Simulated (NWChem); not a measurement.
# One shape, several levels: CH7AlN− (SMILES C[NH][AlH3-])

Wanted: a comparison of 5 runs (HF/STO-3G, HF/3-21G, B3LYP/6-31G*, TPSS/6-31G**) of CH7AlN−. 

The results are computed with NWChem 7.3.0.

**1. The structure to begin with**

CH7AlN− has 10 atoms, charge -1, and is taken as a singlet. SMILES: `C[NH][AlH3-]`. Geometry: a GFN2-xTB relaxation, a rough one for these elements and not checked as a minimum.

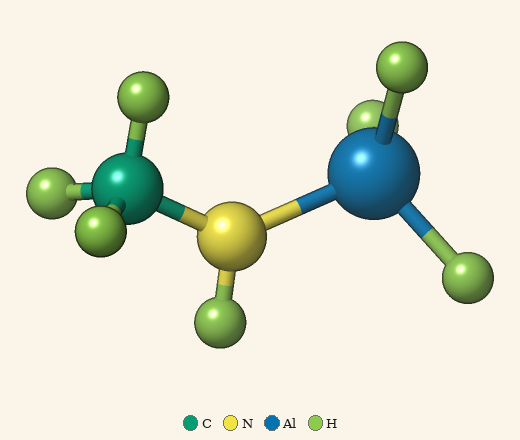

The structure, seen from a chosen angle (carbon teal, nitrogen yellow, aluminium blue, hydrogen green).

**2. Energy and forces at HF/STO-3G (run 1)**

Contents of m1.nw:

```
start m1
memory total 2200 mb
charge -1

geometry units angstrom noautosym nocenter noautoz
 C       -0.123090       0.632070      -1.350150
 N       -0.545150       0.059290      -0.102870
 Al       0.365670      -0.636120       1.341020
 H       -0.439620       0.042860      -2.233040
 H       -0.497040       1.662550      -1.503560
 H        0.966450       0.671300      -1.351810
 H       -1.561440       0.035010      -0.063020
 H        0.643850      -2.221140       1.133870
 H       -0.587960      -0.390840       2.634380
 H        1.778340       0.145010       1.495190
end

basis "ao basis" spherical bse
 C library STO-3G
 N library STO-3G
 Al library STO-3G
 H library STO-3G
end

scf
 nopen 0
 rhf
 thresh 1e-08
 maxiter 80
end

task scf gradient
```

The run is started by

```
$ nwchem m1.nw > m1.out
```

The log of the run:

```text
[...]
  functions       =    26
[...]
  wavefunction    = RHF
[...]
         Total SCF energy =   -334.091724727441
      One-electron energy =   -683.000917128423
      Two-electron energy =    242.867039583978
 Nuclear repulsion energy =    106.042152817003
        Time for solution =      1.0s
[...]
                         RHF ENERGY GRADIENTS
    atom               coordinates                        gradient
                 x          y          z           x          y          z
   1 C      -0.232606   1.194439  -2.551414    0.002405  -0.001194   0.005337
   2 N      -1.030184   0.112042  -0.194396   -0.002533   0.013428  -0.032253
   3 Al      0.691016  -1.202092   2.534160   -0.017095   0.007142  -0.022180
   4 H      -0.830761   0.080994  -4.219834   -0.004422  -0.006756  -0.000328
   5 H      -0.939269   3.141764  -2.841316   -0.004681   0.004595   0.004457
   6 H       1.826326   1.268573  -2.554550   -0.001133  -0.002983   0.006344
   7 H      -2.950694   0.066159  -0.119091    0.007876  -0.001688   0.004686
   8 H       1.216700  -4.197346   2.142704    0.007903  -0.041605  -0.005995
   9 H      -1.111083  -0.738581   4.978256   -0.026118   0.007965   0.035500
  10 H       3.360575   0.274029   2.825499    0.037799   0.021096   0.004434
[...]
```

It took 1.9 s on 1 thread of Intel Xeon Platinum 8488C (Sapphire Rapids), shared host; peak memory 0.098 GiB.

**3. Energy and gradient at HF/3-21G (run 2)**

Contents of ch7aln.xyz:

```xyz
10
CH7AlN
C     -0.123090     0.632070    -1.350150
N     -0.545150     0.059290    -0.102870
Al     0.365670    -0.636120     1.341020
H     -0.439620     0.042860    -2.233040
H     -0.497040     1.662550    -1.503560
H      0.966450     0.671300    -1.351810
H     -1.561440     0.035010    -0.063020
H      0.643850    -2.221140     1.133870
H     -0.587960    -0.390840     2.634380
H      1.778340     0.145010     1.495190
```

Contents of run.py:

```python
from ase.io import read
from ase.calculators.nwchem import NWChem

mol = read('ch7aln.xyz')

calc = NWChem(
    label='ch7aln',
    theory='scf',
    memory='2200 mb',
    basis='3-21G',
    basispar='spherical bse',
    charge=-1,
    scf={'nopen': '0', 'rhf': None, 'thresh': '1e-08', 'maxiter': '80', 'print': 'low'},
)
mol.calc = calc

forces = mol.get_forces()
e = mol.get_potential_energy()
print(f"E = {e:.6f} eV")
print("forces (eV/A):")
for s, f in zip(mol.symbols, forces):
    print(f"{s:2s} {f[0]:10.5f} {f[1]:10.5f} {f[2]:10.5f}")
```

The run is started by

```
$ export ASE_NWCHEM_COMMAND="nwchem PREFIX.nwi > PREFIX.nwo"
$ python run.py
```

The log of the run:

```text
E = -9155.150460 eV
forces (eV/A):
C     0.24122    0.12907   -0.41091
N    -1.26195    0.08320    0.19767
Al   -0.20096    0.18404   -0.55721
H     0.20651    0.26637    0.13941
H     0.21206   -0.27269   -0.09122
H    -0.15267    0.11339   -0.22765
H     0.42850   -0.03193    0.12069
H     0.21906   -0.63990    0.19067
H    -0.23181   -0.03810    0.50445
H     0.54003    0.20656    0.13411
```

The calculator wrote ch7aln.nwi:

```
title "ch7aln"

permanent_dir ch7aln

scratch_dir ch7aln

start ch7aln

geometry units angstrom nocenter noautosym noautoz
  C  -1.2309000000000000e-01 6.3207000000000002e-01 -1.3501500000000000e+00
  N  -5.4515000000000002e-01 5.9290000000000002e-02 -1.0287000000000000e-01
  Al 3.6567000000000000e-01 -6.3612000000000002e-01 1.3410200000000001e+00
  H  -4.3962000000000001e-01 4.2860000000000002e-02 -2.2330399999999999e+00
  H  -4.9703999999999998e-01 1.6625500000000000e+00 -1.5035600000000000e+00
  H  9.6645000000000003e-01 6.7130000000000001e-01 -1.3518100000000000e+00
  H  -1.5614399999999999e+00 3.5009999999999999e-02 -6.3020000000000007e-02
  H  6.4385000000000003e-01 -2.2211400000000001e+00 1.1338699999999999e+00
  H  -5.8796000000000004e-01 -3.9084000000000002e-01 2.6343800000000002e+00
  H  1.7783400000000000e+00 1.4501000000000000e-01 1.4951900000000000e+00
end

charge -1

memory 2200 mb

basis spherical bse noprint
   * library 3-21G
end

scf
  nopen 0
  rhf
  thresh 1e-08
  maxiter 80
  print low
end

task scf gradient
```

ch7aln.nwo:

```text
Northwest Computational Chemistry Package (NWChem) 7.3.0
             --------------------------------------------------------

           Job information
           ---------------

    nwchem branch   = 7.3.0
    use scalapack   = T
    input           = ch7aln.nwi
    prefix          = ch7aln.
    data base       = ch7aln/ch7aln.db
    status          = startup
    nproc           =        1

           Memory information
           ------------------

[... 5 lines left out ...]
    hardfail = no
[... 114 lines left out ...]
       Final RHF  results
[... 3 lines left out ...]
      One-electron energy =   -682.252854772684
[... 1 line left out ...]
 Nuclear repulsion energy =    106.042152817003
[... 3 lines left out ...]
                              NWChem Gradients Module
                              -----------------------

                         RHF ENERGY GRADIENTS

    atom               coordinates                        gradient
                 x          y          z           x          y          z
   1 C      -0.232606   1.194439  -2.551414   -0.004691  -0.002510   0.007991
   2 N      -1.030184   0.112042  -0.194396    0.024541  -0.001618  -0.003844
   3 Al      0.691016  -1.202092   2.534160    0.003908  -0.003579   0.010836
[... 6 lines of this table left out ...]
  10 H       3.360575   0.274029   2.825499   -0.010502  -0.004017  -0.002608

 Task  times  cpu:        1.7s     wall:        1.7s
 Total times  cpu:        1.7s     wall:        1.7s
```

It took 2.8 s on 1 thread of Intel Xeon Platinum 8488C (Sapphire Rapids), shared host; peak memory 0.099 GiB.

Runs 3 to 4 aren't shown in full; the table further down has their settings and results.

**4. Energy and forces at TPSS/6-31G(d,p) (spherical functions) (run 5)**

Contents of job.xyz:

```xyz
10

C     -0.123090     0.632070    -1.350150
N     -0.545150     0.059290    -0.102870
Al     0.365670    -0.636120     1.341020
H     -0.439620     0.042860    -2.233040
H     -0.497040     1.662550    -1.503560
H      0.966450     0.671300    -1.351810
H     -1.561440     0.035010    -0.063020
H      0.643850    -2.221140     1.133870
H     -0.587960    -0.390840     2.634380
H      1.778340     0.145010     1.495190
```

Contents of run.py:

```python
from ase.io import read
from ase.calculators.nwchem import NWChem

mol = read('job.xyz')

calc = NWChem(
    label='job',
    theory='dft',
    memory='2200 mb',
    basis='6-31G**',
    basispar='spherical bse',
    charge=-1,
    dft={'xc': 'xtpss03 ctpss03', 'mult': '1', 'grid': 'xfine', 'convergence': 'energy 1e-08', 'iterations': '100', 'mulliken': None},
)
mol.calc = calc

forces = mol.get_forces()
print("Total energy (eV):", round(mol.get_potential_energy(), 6))
print("forces (eV/A):")
for s, f in zip(mol.symbols, forces):
    print(f"{s:2s} {f[0]:10.5f} {f[1]:10.5f} {f[2]:10.5f}")
print("dipole (e A):", mol.get_dipole_moment().round(4))
```

The run is started by

```
$ export ASE_NWCHEM_COMMAND="nwchem PREFIX.nwi > PREFIX.nwo"
$ python run.py
```

The log of the run:

```text
Total energy (eV): -9239.673741
forces (eV/A):
C    -0.13246   -0.24050    0.36962
N    -0.56107    0.32082   -0.21402
Al    0.09549   -0.04505    0.01219
H     0.04793   -0.01234   -0.35245
H     0.02016    0.26179   -0.20805
H     0.32972    0.10166   -0.16902
H    -0.12681   -0.03394    0.09071
H     0.15709   -0.43009    0.15062
H    -0.16476   -0.04772    0.27974
H     0.33465    0.12532    0.04073
dipole (e A): [-0.4331  0.5784 -1.2127]
```

The calculator wrote job.nwi:

```
title "job"

permanent_dir job

scratch_dir job

start job

geometry units angstrom nocenter noautosym noautoz
  C  -1.2309000000000000e-01 6.3207000000000002e-01 -1.3501500000000000e+00
  N  -5.4515000000000002e-01 5.9290000000000002e-02 -1.0287000000000000e-01
  Al 3.6567000000000000e-01 -6.3612000000000002e-01 1.3410200000000001e+00
  H  -4.3962000000000001e-01 4.2860000000000002e-02 -2.2330399999999999e+00
  H  -4.9703999999999998e-01 1.6625500000000000e+00 -1.5035600000000000e+00
  H  9.6645000000000003e-01 6.7130000000000001e-01 -1.3518100000000000e+00
  H  -1.5614399999999999e+00 3.5009999999999999e-02 -6.3020000000000007e-02
  H  6.4385000000000003e-01 -2.2211400000000001e+00 1.1338699999999999e+00
  H  -5.8796000000000004e-01 -3.9084000000000002e-01 2.6343800000000002e+00
  H  1.7783400000000000e+00 1.4501000000000000e-01 1.4951900000000000e+00
end

charge -1

memory 2200 mb

basis spherical bse noprint
   * library 6-31G**
end

dft
  xc xtpss03 ctpss03
  mult 1
  grid xfine
  convergence energy 1e-08
  iterations 100
  mulliken
end

task dft gradient
```

job.nwo:

```text
Northwest Computational Chemistry Package (NWChem) 7.3.0
             --------------------------------------------------------

           Job information
           ---------------

    nwchem branch   = 7.3.0
    use scalapack   = T
    input           = job.nwi
    prefix          = job.
    data base       = job/job.db
    status          = startup
    nproc           =        1

           Memory information
           ------------------

[... 5 lines left out ...]
    hardfail = no
[... 109 lines left out ...]
  convergence criterion.
[... 39 lines left out ...]
          Spatial weights used:  Erf1
[... 34 lines left out ...]
 1-e energy   =    -695.020362
[... 41 lines left out ...]
           Coulomb energy =      273.130685346028
[... 637 lines left out ...]
          Convergence on density requested:  1.00D-05
[... 25 lines left out ...]
          total energy or number of iterations.
[... 36 lines left out ...]
                 ----------------------------------------
                 |  Time  |  1-e(secs)   |  2-e(secs)   |
                 ----------------------------------------
                 |  CPU   |       0.01   |       2.90   |
                 ----------------------------------------
                 |  WALL  |       0.01   |       2.90   |
                 ----------------------------------------

 Task  times  cpu:       47.2s     wall:       47.2s
 Total times  cpu:       47.2s     wall:       47.2s
```

Wall time 48 s (1 thread of Intel Xeon Platinum 8488C (Sapphire Rapids), shared host); peak memory 0.15 GiB.

**5. All runs side by side**

```tsv
run	level	iteration cap	module	energy (Eh)	HOMO energy (eV)	LUMO energy (eV)	HOMO–LUMO gap (eV)	wall time
1	HF/STO-3G	80	scf	-334.091725	-0.24	21.07	21.31	1.9 s
2	HF/3-21G	80	scf	-336.445577	–	–	–	2.8 s
3	B3LYP/6-31G* (spherical functions)	100	dft	-339.528529	-0.13	5.75	5.87	30 s
4	B3LYP/6-31G* (Cartesian functions)	100	dft	-339.531782	-0.13	5.73	5.85	30 s
5	TPSS/6-31G** (spherical functions)	100	dft	-339.551750	0.83	5.40	4.57	48 s
```

**6. What came out**

```
                                                    quantity          value
                                         run 5: total energy  -339.55175 Eh
                                          run 5: HOMO energy        0.83 eV
                                          run 5: LUMO energy        5.40 eV
run 5: HOMO–LUMO gap (to an unbound level, set by the basis)        4.57 eV
                             run 5: largest force on an atom     0.681 eV/Å
```

**Reading.** Over runs 1, 3, 4, 5 the HOMO–LUMO gap runs from 4.57 eV (TPSS/6-31G**) to 21.31 eV (HF/STO-3G). The two ends differ in method and basis. The empty levels of an anion lie above zero and hang on the basis. Totals of different functionals can't be ranked against each other. In run 5 the HOMO lies above zero, so the outermost electron may be held by the basis alone. In run 1 the basis is minimal, so the values are rough. All runs together took 1.9 min, the longest 48 s.
